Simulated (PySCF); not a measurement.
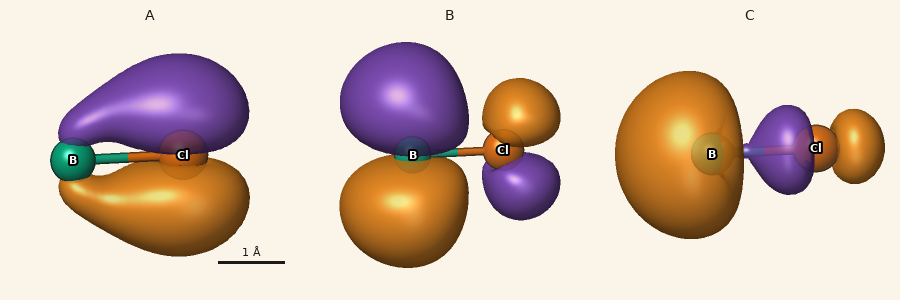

The picture shows: BCl. Three frontier orbitals, each drawn at the value that holds 80 % of its norm (orange and purple are the two phases), in no order; of a degenerate pair one member is drawn.

The calculation used PBE0/cc-pVDZ(-PP), non-relativistic Hamiltonian with scalar-relativistic core potentials where named, at a bond length of 1.737 Å (PySCF).

### Label each orbital by symmetry, say whether it is occupied, and order them by energy.

Orbital A: π, occupied, −10.89 eV; mainly on Cl (85 %).
Orbital C: σ, occupied, −7.45 eV; mainly on B (85 %).
Orbital B: π, empty, −1.83 eV; mainly on B (80 %).
